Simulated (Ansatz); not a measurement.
**La3AlN (Pm-3m): phonons and vibrational spectra**

Wanted: vibrations and spectra of La3AlN (Pm-3m); the cell is already relaxed. After the zone centre comes a 2×2×2 q mesh on a 8×8×8 k mesh.

Main program and level: Ansatz 0.2.0; DFT PBEsol, scalar-relativistic, plane waves, PAW; PAW set soft_1.

### 1. Set-up

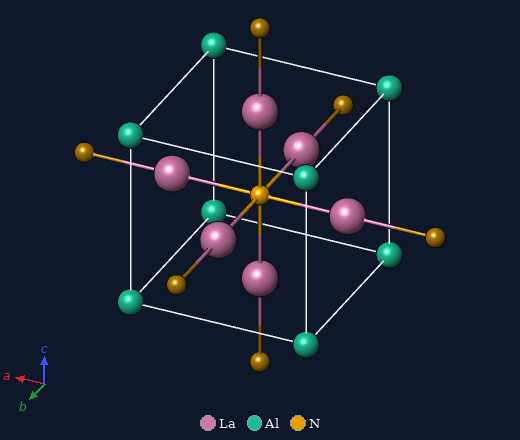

The cell as given, from a free direction (lanthanum pink, aluminium teal, nitrogen orange). Some periodic images of atoms are drawn too.

### 2. Linear response at the zone centre

The cell comes from relaxations at this level that are not shown. The zone centre comes first: it holds the modes that light can see, as far as symmetry allows. No field response is asked, since the mesh shows no gap.

input.yaml reads:

```yaml
crystal:
  lattice:
    - [5.0274630592, 0.0, 0.0]
    - [0.0, 5.0274630592, 0.0]
    - [0.0, 0.0, 5.0274630592]
  atoms:
    - { symbol: La, position: [0.5, 0.5, 0.0] }
    - { symbol: La, position: [0.0, 0.5, 0.5] }
    - { symbol: La, position: [0.5, 0.0, 0.5] }
    - { symbol: Al, position: [0.0, 0.0, 0.0] }
    - { symbol: "N", position: [0.5, 0.5, 0.5] }
kpoints:
  mp_grid: { grid: [8, 8, 8] }
hamiltonian:
  xc: pbesol
  pseudopotentials: { kind: paw, azcp: { folder: soft_1 }, xc_functional: pbe }
scf:
  occupations: { method: methfessel_paxton, width: 0.2 }
output:
  eigenvalues: true
phonons:
  method: dfpt
```

Command:

```bash
$ ansatz run input.yaml --threads 4 --pin off --max-ram 10240MiB --backend cpu --events-out ev --progress --plain --runs-dir out
```

Numbers of over 12 decimals in the logs are rounded to 6 here.

The program printed:

```text
zone centre: on kpoints.mp_grid the ground state, and the responses unless they are solved on pairs of k-points, stand on 125 of the mesh's 512 k-points, reduced under 8 symmetry operations, with k and −k counted as one. Each operation leaves every solved displacement unchanged or reverses it
Engine: ansatz 0.2.0, aarch64-unknown-linux-gnu
Pseudopotentials: kind: paw
Pseudopotential: La, paw, valence charge 11, recommended cutoff 420 eV (normal), soft_1/La.paw.azcp
Pseudopotential: Al, paw, valence charge 3, recommended cutoff 420 eV (normal), soft_1/Al.paw.azcp
Pseudopotential: N, paw, valence charge 5, recommended cutoff 420 eV (normal), soft_1/N.paw.azcp
Functional definition: PBEsol
  exchange = pbesol_x
  correlation = pbesol_c
Crystal: 5 atoms, lattice volume = 127.071 Å³
Basis set: ecut = 420 eV, 2517 PW (Γ), exchange–correlation on 72×72×72 points (8 copies of the dense FFT grid, shifted against one another)
Bands: 26, of which v1, the nominal top of the filled ones, is band 21 counted from 1 (20 counted from 0)
Symmetry: 48 space group operations
k-points: 125 of 512 (irreducible under 8 space group operations)
Non-local potential: La, projectors of the file, l = 0: 3, l = 1: 2, l = 2: 2, l = 3: 3
Non-local potential: Al, projectors of the file, l = 0: 2, l = 1: 2, l = 2: 1
Non-local potential: N, projectors of the file, l = 0: 2, l = 1: 2, l = 2: 1
PAW form: soft (Blöchl's): semilocal exchange-correlation on the pseudo side does not see the compensation charge
PAW frozen core: La, regenerated for the run's functional, and the local potential with it (the file was generated under x = pbe(κ = 0.804, μ = 0.219515), c = pbe(β = 0.066725))
PAW frozen core: Al, regenerated for the run's functional, and the local potential with it (the file was generated under x = pbe(κ = 0.804, μ = 0.219515), c = pbe(β = 0.066725))
PAW frozen core: N, regenerated for the run's functional, and the local potential with it (the file was generated under x = pbe(κ = 0.804, μ = 0.219515), c = pbe(β = 0.066725))
PAW one-centre angular grid: La, 590 points (default); XC on 64 Gauss nodes
PAW one-centre angular grid: Al, 110 points (default); XC on 64 Gauss nodes
PAW one-centre angular grid: N, 110 points (default); XC on 64 Gauss nodes
Initial density: superposition of atomic densities (chi_scale 0.1, normalization cell, long waves kept (reshape's long-wave potential 0.00 eV rms))
Initial wavefunctions: pseudopotential atomic-orbital guess
Functional: x = pbesol(κ = 0.804, μ = 0.123457), c = pbesol(β = 0.046)
SCF iter   1: F=—  HF=-19391.475155 eV  |F-HF|=—  |Δ(HF+E_count)|=         —  Δρ=2.53e-2  dr2=4.92e-1  ethr=3.10e-3  ⟨swp⟩=5.0  Hψ=15847  notcnv=0
preconditioner: auto → Kerker (q_TF=auto, 2.260 Å⁻¹)  [metal: Δε(μ)=0.080 eV  Ē_g=11.086 eV  σ=0.200 eV  W_gap=0.33  n_scr=26 (ndim 8)  ℏωp=19.5 eV  f_vac=0.000  D(μ)=1.74/eV (n_scr^D=6)]
SCF iter   2: F=—  HF=-19391.417742 eV  |F-HF|=—  |Δ(HF+E_count)|=   5.74e-2  S|Δr|=    0.00e0  Δρ=1.21e-2  dr2=1.66e-1  ethr=1.20e-3  ⟨swp⟩=2.2  Hψ=5989  notcnv=0  defer=21
SCF iter   3: F=—  HF=-19391.395675 eV  |F-HF|=—  |Δ(HF+E_count)|=   2.21e-2  S|Δr|=    0.00e0  Δρ=6.68e-3  dr2=3.91e-2  ethr=4.06e-4  ⟨swp⟩=3.0  Hψ=5020  notcnv=0  defer=21
SCF iter   4: F=—  HF=-19391.387373 eV  |F-HF|=—  |Δ(HF+E_count)|=   8.30e-3  S|Δr|=    0.00e0  Δρ=1.14e-3  dr2=1.66e-3  ethr=9.54e-5  ⟨swp⟩=2.0  Hψ=3836  notcnv=0  defer=21
SCF iter   5: F=—  HF=-19391.387358 eV  |F-HF|=—  |Δ(HF+E_count)|=   1.56e-5  S|Δr|=    0.00e0  Δρ=1.46e-4  dr2=5.82e-5  ethr=4.04e-6  ⟨swp⟩=2.4  Hψ=5834  notcnv=0  defer=21
SCF iter   6: F=—  HF=-19391.387360 eV  |F-HF|=—  |Δ(HF+E_count)|=   1.71e-6  S|Δr|=    0.00e0  Δρ=2.74e-5  dr2=2.34e-6  ethr=1.42e-7  ⟨swp⟩=2.0  Hψ=4217  notcnv=0  defer=21
SCF iter   7: F=—  HF=-19391.387359 eV  |F-HF|=—  |Δ(HF+E_count)|=   4.07e-7  S|Δr|=    0.00e0  Δρ=7.38e-6  dr2=1.74e-7  ethr=5.71e-9  ⟨swp⟩=2.0  Hψ=5780  notcnv=0  defer=24
SCF iter   8: F=—  HF=-19391.387359 eV  |F-HF|=—  |Δ(HF+E_count)|=   2.71e-8  S|Δr|=    0.00e0  Δρ=1.61e-6  dr2=4.05e-9  ethr=4.25e-10  ⟨swp⟩=2.0  Hψ=4182  notcnv=0  defer=24
SCF iter   9: F=—  HF=-19391.387359 eV  |F-HF|=—  |Δ(HF+E_count)|=  6.91e-10  S|Δr|=    0.00e0  Δρ=3.81e-7  dr2=1.87e-10  ethr=9.88e-12  ⟨swp⟩=2.1  Hψ=5699  notcnv=0  defer=24
SCF iter  10: F=—  HF=-19391.387359 eV  |F-HF|=—  |Δ(HF+E_count)|=  1.82e-11  S|Δr|=    0.00e0  Δρ=7.21e-8  dr2=1.23e-11  ethr=1.00e-12  ⟨swp⟩=2.3  Hψ=4747  notcnv=0  defer=24
SCF iter  11: F=-19391.387359 eV  HF=-19391.387359 eV  |F-HF|=0.00e0  |Δ(HF+E_count)|=  3.64e-12  S|Δr|=    0.00e0  Δρ=2.06e-8  dr2=3.81e-13  ethr=1.00e-12  ⟨swp⟩=9.8  Hψ=18791  notcnv=0
SCF 1 converged in 11 iterations: F = -19391.387359 eV  dr2 = 3.81e-13
  greatest PAW one-centre occupation: 0.971 electrons in one spin orbital (limit 2), on the La atom at site 2 (counted from 0), in its partial waves of l = 0
DFPT response loops at Γ: preconditioner auto → Kerker (q_TF=auto, 2.260 Å⁻¹) (partly filled bands, converged f_vac=0.000); β = 1.00, the filter's whole step (`scf.mixing.beta` (0.50) is not read by the response loops under this deck's `scf.mixing.preconditioner`; to damp them name `kerker` or `kerker_dos`, under which they read `scf.mixing.beta`, and type it under 1.00, their step now; both keys bind the ground state too); Broyden in place of MSR1
SCF converged after 11 iterations
Stability not checked: this state was not tested for a lower state beside it, because cold or Methfessel-Paxton smearing, or corrected tetrahedra, fill the levels in a way that the test cannot read (fill_not_monotonic; see scf.lower_state_search)
Free energy (F): -19391.387359 eV
Harris-Foulkes:  -19391.387359 eV  (|F-HF|=0.00e0)
Internal energy: -19391.400477 eV  (E = F + TS)
E sigma→0 (E₀):  -19391.390639 eV
Entropy (-TS):   0.013118 eV (2.624 meV/atom)
Fermi energy:    10.788856 eV
--- Per-component energies (eV) ---
  E_band       = -97.879104
  E_kinetic    = 710.199915
  E_local      = -1389.162436  (includes V_loc(G=0)·N_el)
  E_nonlocal   = 312.152940
  E_hartree    = 527.469727
  E_xc         = -522.537733
  E_vxc        = -539.333119  (∫ρ·V_xc dr)
  E_paw        = -16566.334685  (= ΣΔE_a)
  E_vpaw       = -246.676668  (= ΣTr[D̂ρ^β])
  E_aug_tail   = 0.000808  (compensation charges beyond the density's cutoff)
  E_ewald      = -2463.743360
  E_core_change = 0.554346  (= ΣΔE_core)
  E_smearing   = 0.013118  (= −TS)
  E_closure    = 0.000000  (closes the sum)
  Σ components = -19391.387359   (vs F -19391.387359, Δ=0.00e0)
--- Band table (eV; the first three rows and the last of 125) ---
  k-point 0: bands = [... 17 lower, 9.8151, 9.8151, 9.9090, 9.9090, 9.9090, 11.7358, 11.7358, 11.7358, ... 1 higher]
  k-point 1: bands = [... 17 lower, 9.7183, 9.9562, 9.9762, 10.0642, 10.0642, 11.6296, 11.6783, 11.6783, ... 1 higher]
  k-point 2: bands = [... 17 lower, 9.3373, 10.0847, 10.2388, 10.2388, 10.4270, 11.6406, 11.7337, 11.7337, ... 1 higher]
  k-point 124: bands = [... 17 lower, 11.2058, 11.2058, 11.2058, 11.5689, 11.5689, 11.5689, 12.4080, 12.4080, ... 1 higher]
--- Phonons (Γ-DFPT): 4 representative perturbations + reference, on 125 of 512 k-points (Σ response iterations 14) ---
  k mesh reduced under 8 symmetry operations, with k and −k counted as one. Each operation leaves every solved displacement unchanged or reverses it
  ASR residual: 3.825e-5 → 0.000e0 eV/Å²; symmetrization residual: 9.585e-7 eV/Å²
  ASR residual per site (eV/Å²): 1.84e-5 1.84e-5 1.84e-5 7.77e-6 3.83e-5
  Γ frequencies (cm⁻¹): 0.00 0.00 0.00 72.97 72.97 72.97 137.34 137.34 137.34 147.90 147.90 147.90 326.37 326.37 326.37
  non-analytic LO–TO correction: not included (Born effective charges unavailable; polar crystals: no LO–TO splitting at Γ)
```

Wall time 84 s (4 threads of Arm Neoverse V1, shared host); peak memory 2 GiB; 5.4 min of CPU time.

This step gave:

| Item | Value |
| --- | --- |
| volume per atom | 25.41 Å³ |
| gap on the k-mesh | 0 eV |
| sum-rule residual before enforcement | 3.83e-5 eV/Å² |
| point group | m-3m |
| highest optical mode at the zone centre (no LO-TO term) | 326.4 cm⁻¹ |
| lowest optical zone-centre mode | 72.97 cm⁻¹ |

Patterns of degenerate modes are one choice out of their space. Modes at Γ, with each element's share of the kinetic energy:

| mode | frequency (cm⁻¹) | symmetry | La % | Al % | N % |
| --- | --- | --- | --- | --- | --- |
| 1 | 0.0 | acoustic | 91 | 6 | 3 |
| 2 | 0.0 | acoustic | 91 | 6 | 3 |
| 3 | 0.0 | acoustic | 91 | 6 | 3 |
| 4 | 73.0 | T2u | 100 | 0 | 0 |
| 5 | 73.0 | T2u | 100 | 0 | 0 |
| 6 | 73.0 | T2u | 100 | 0 | 0 |
| 7 | 137.3 | T1u | 99 | 0 | 1 |
| 8 | 137.3 | T1u | 99 | 0 | 1 |
| 9 | 137.3 | T1u | 99 | 0 | 1 |
| 10 | 147.9 | T1u | 6 | 94 | 0 |
| 11 | 147.9 | T1u | 6 | 94 | 0 |
| 12 | 147.9 | T1u | 6 | 94 | 0 |
| 13 | 326.4 | T1u | 4 | 0 | 96 |
| 14 | 326.4 | T1u | 4 | 0 | 96 |
| 15 | 326.4 | T1u | 4 | 0 | 96 |

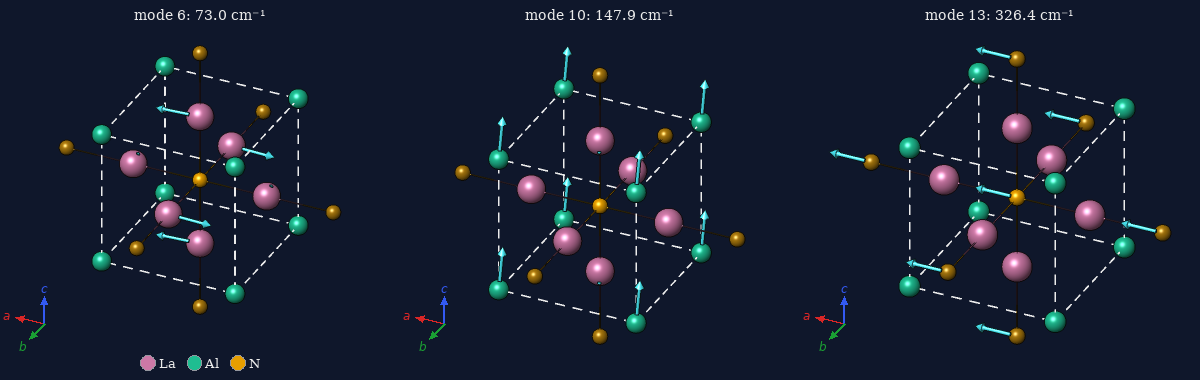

Displacement patterns of modes 6, 10 and 13 at Γ; arrows are exaggerated. Some periodic images of atoms are drawn too.

Before it was imposed, the acoustic sum rule was missed by 3.8e-5 eV/Å². Small misses are needed for a sound result but don't prove that mesh and cutoff are converged. The lowest optical mode is real, 73.0 cm⁻¹.

### 3. The dispersion

Stability and thermal properties need the whole zone. Linear response on a 2×2×2 q mesh gives force constants as far as a supercell of that size would.

input.yaml, as its differences from that of step 2:

```diff
@@ -22 +22,8 @@
   method: dfpt
+  qmesh: [2, 2, 2]
+  temperatures: { t_max: 1000, t_step: 50 }
+  qpath:
+    path:
+      - [[0.0, 0.0, 0.0], [0.0, 0.5, 0.0], [0.5, 0.5, 0.0], [0.0, 0.0, 0.0], [0.5, 0.5, 0.5], [0.0, 0.5, 0.0]]
+      - [[0.5, 0.5, 0.5], [0.5, 0.5, 0.0]]
+    npoints: 10
```

The program printed:

```text
[...]
Crystal: 5 atoms, lattice volume = 127.071 Å³
Basis set: ecut = 420 eV, 2517 PW (Γ), exchange–correlation on 72×72×72 points (8 copies of the dense FFT grid, shifted against one another)
Bands: 26, of which v1, the nominal top of the filled ones, is band 21 counted from 1 (20 counted from 0)
Symmetry: 48 space group operations
k-points: 35 of 512
[...]
SCF iter   1: F=—  HF=-19391.475174 eV  |F-HF|=—  |Δ(HF+E_count)|=         —  Δρ=2.53e-2  dr2=4.92e-1  ethr=3.10e-3  ⟨swp⟩=5.0  Hψ=4450  notcnv=0
[...]
SCF iter  11: F=-19391.387359 eV  HF=-19391.387359 eV  |F-HF|=3.64e-12  |Δ(HF+E_count)|=  3.64e-12  S|Δr|=    0.00e0  Δρ=2.04e-8  dr2=3.74e-13  ethr=1.00e-12  ⟨swp⟩=9.6  Hψ=5237  notcnv=0
SCF 1 converged in 11 iterations: F = -19391.387359 eV  dr2 = 3.74e-13
[...]
phonons: the bands overlap, so this run is a metal and interpolates without the dipole-dipole term. If the crystal is really an insulator or semiconductor, its LO-TO splitting is missing
NSCF: frozen V_eff on 35 k-points
WARN: eigensolver did not converge in 3 slots of this pass, the one above among them; of largest residual over every band (k=27): 1 band(s) unlocked (lowest unlocked band 25, counted from 0; max residual 2.83e-4 eV among the unlocked bands, 2.83e-4 eV over every band); of lowest unlocked band (k=21): band 25
[...]
DFPT response loops at q = (0, 0, 0) (fractional): preconditioner auto → Kerker (q_TF=auto, 2.260 Å⁻¹) (partly filled bands, converged f_vac=0.000); β = 1.00, the filter's whole step (`scf.mixing.beta` (0.50) is not read by the response loops under this deck's `scf.mixing.preconditioner`; to damp them name `kerker` or `kerker_dos`, under which they read `scf.mixing.beta`, and type it under 1.00, their step now; both keys bind the ground state too); Broyden in place of MSR1
[...]
SCF converged after 11 iterations
[...]
Free energy (F): -19391.387359 eV
[...]
Internal energy: -19391.400477 eV  (E = F + TS)
E sigma→0 (E₀):  -19391.390639 eV
Entropy (-TS):   0.013118 eV (2.624 meV/atom)
Fermi energy:    10.788856 eV
[...]
--- Band table (eV; the first three rows and the last of 35) ---
  k-point 0: bands = [... 17 lower, 9.8151, 9.8151, 9.9090, 9.9090, 9.9090, 11.7358, 11.7358, 11.7358, ... 1 higher]
  k-point 1: bands = [... 17 lower, 9.7183, 9.9562, 9.9762, 10.0642, 10.0642, 11.6296, 11.6783, 11.6783, ... 1 higher]
  k-point 2: bands = [... 17 lower, 9.3373, 10.0847, 10.2388, 10.2388, 10.4270, 11.6406, 11.7337, 11.7337, ... 1 higher]
  k-point 34: bands = [... 17 lower, 11.2058, 11.2058, 11.2058, 11.5689, 11.5689, 11.5689, 12.4080, 12.4080, ... 1 higher]
--- Phonons (Γ-DFPT): 4 representative perturbations + reference (Σ response iterations 14) ---
  ASR residual: 3.961e-5 → 0.000e0 eV/Å²; symmetrization residual: 9.919e-7 eV/Å²
  ASR residual per site (eV/Å²): 1.57e-5 1.57e-5 1.57e-5 6.76e-6 3.96e-5
[...]
--- Phonons (arbitrary-q DFPT): 4 irreducible q on the 2×2×2 mesh ---
  q = [0.0000, 0.0000, 0.0000] (star 1, of the zone-centre solve; hermiticity 2.48e-7, symmetrization 1.89e-12): -0.00 -0.00 0.00 72.97 72.97 72.97 137.34 137.34 137.34 147.90 147.90 147.90 326.37 326.37 326.37
  q = [0.0000, 0.0000, -0.5000] (star 3, 9 solved perturbations in 975 linear systems a pass and spin channel, the states on 125 of 512 k-point pairs; hermiticity 2.20e-7, symmetrization 1.46e-12): 59.21 59.21 69.64 74.25 74.25 88.64 124.58 124.58 125.37 167.95 167.95 184.43 287.92 287.92 385.99
[...]
sum rule: each row above includes the acoustic sum rule's correction from the zone centre's row sums; it moved no ω² by more than (0.88 cm⁻¹)²
  mesh force constants: q→R imaginary residual 2.76e-18; ASR residual 3.961e-5 → 0.000e0 eV/Å²; symmetrization residual 4.441e-15 eV/Å²
  interpolated dispersion: 62 rows × 15 modes
  density of states and harmonic sums: on the 12×12×12 q-mesh, interpolated from the force constants of a 2×2×2 supercell (no non-analytic term)
  largest difference from the sums on the solved wave vectors: F 7.96e-2 eV, S 1.12e-4 and C_V 3.22e-5 eV/K
  zero-point energy: 0.142663 eV/cell   skipped modes (ω ≤ 0): 3   left out of the sums: 1.16e-4 of the cell's modes: C_V's classical limit lies that fraction below 3 k_B per atom; for a crystal, a wire or a layer, F and S can be off by more, and a phonons.interpolated_qmesh denser along its periods is the remedy for the sampling
```

Wall time 6.7 min (4 threads); peak memory 1.5 GiB; 26 min of CPU time.

This step gave:

```yaml
sum_rule_residual_before_enforcement: 3.96e-5 eV/Å²
lowest_frequency_on_the_path: 0 cm⁻¹
highest_frequency_on_the_path_or_at_a_solved_wavevector: 386 cm⁻¹
mean_frequency: 153.4 cm⁻¹
debye_temperature_second_moment: 339 K
logarithmic_mean_frequency: 125.3 cm⁻¹
lowest_mode_on_the_q_mesh_acoustic_modes_at_gamma_apart: 27.53 cm⁻¹
zero_point_energy_per_atom: 28.53 meV
heat_capacity_at_300_k: 23.48 J/(mol atoms K)
vibrational_entropy_at_300_k: 38.40 J/(mol atoms K)
edges_of_the_widest_gap_between_branches_on_path_and_mesh: 193.3, 265.3 cm⁻¹
```

Frequencies (cm⁻¹) solved at each irreducible wavevector; negative means imaginary. Frequencies by wavevector, by row:

| q in reciprocal lattice units | star | mode 1 | mode 2 | mode 3 | mode 4 | mode 13 | mode 14 | mode 15 |
| --- | --- | --- | --- | --- | --- | --- | --- | --- |
| 0 0 0 | 1 | 0 | 0 | 0 | 73 | 326.4 | 326.4 | 326.4 |
| 0 0 -0.5 | 3 | 59.2 | 59.2 | 69.6 | 74.2 | 287.9 | 287.9 | 386 |
| 0 -0.5 -0.5 | 3 | 33.4 | 76.9 | 76.9 | 77.3 | 265.3 | 370.2 | 370.2 |
| -0.5 -0.5 -0.5 | 1 | 27.5 | 27.5 | 27.5 | 102.3 | 359.2 | 359.2 | 359.2 |

Interpolated from a 2×2×2 q mesh. Phonon branches along the path, in cm⁻¹:

| point | branch 1 | branch 2 | branch 3 | branch 4 | branch 12 | branch 13 | branch 14 | branch 15 |
| --- | --- | --- | --- | --- | --- | --- | --- | --- |
| Γ | 0 | 0 | 0 | 73 | 148 | 326 | 326 | 326 |
| X | 59 | 59 | 70 | 74 | 184 | 288 | 288 | 386 |
| M | 33 | 77 | 77 | 77 | 175 | 265 | 370 | 370 |
| Γ | 0 | 0 | 0 | 73 | 148 | 326 | 326 | 326 |
| R | 28 | 28 | 28 | 102 | 193 | 359 | 359 | 359 |
| X | 59 | 59 | 70 | 74 | 184 | 288 | 288 | 386 |
| jump to R | 28 | 28 | 28 | 102 | 193 | 359 | 359 | 359 |
| M | 33 | 77 | 77 | 77 | 175 | 265 | 370 | 370 |

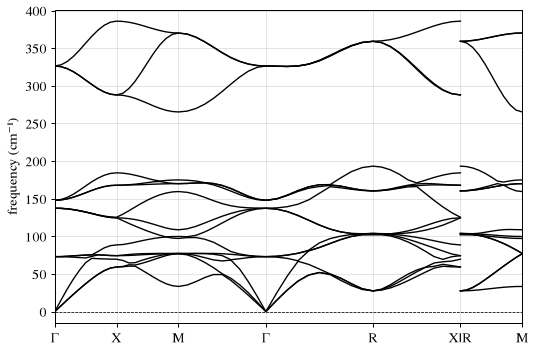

Phonon branches along the path.

The phonon density of states has structure finer than the step of the table below, so its rows give means over 25 cm⁻¹, whole bins alone (the curve runs from 2.5 to 388 cm⁻¹). Peaks (cm⁻¹: height): 77.5: 0.151, 167.5: 0.305, 367.5: 0.0455.

Tetrahedra on a 12×12×12 mesh, mean over bins of 5 cm-1. Interpolated from a 2×2×2 q mesh. The phonon density of states by wavenumber; means over each step:

| wavenumber (cm⁻¹) | phonon density of states (1/cm⁻¹/cell) |
| --- | --- |
| 25 | 0.0115 |
| 50 | 0.0793 |
| 75 | 0.1000 |
| 100 | 0.0837 |
| 125 | 0.0491 |
| 150 | 0.0432 |
| 175 | 0.113 |
| 200 | 5.5e-4 |
| 225 | 0 |
| 250 | 0 |
| 275 | 0.00890 |
| 300 | 0.0263 |
| 325 | 0.0278 |
| 350 | 0.0323 |
| 375 | 0.0246 |

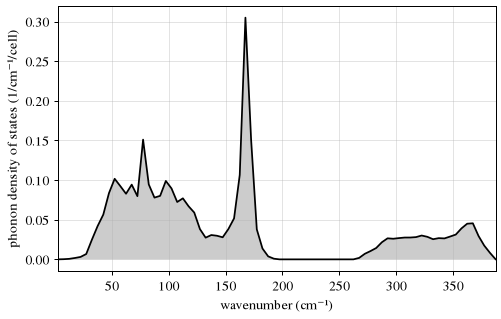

Phonon density of states against wavenumber.

[end of part 1 of 2]

[Logs are printed without paths, hosts, clocks, repeated set-up lines and the standing remarks that a program may print on its own settings, such as how far it seeks lower states.]

[Hosts, paths, dates, database ids (printed as entryN), source tags and the programs' standing remarks are cut or masked in the printed files.]
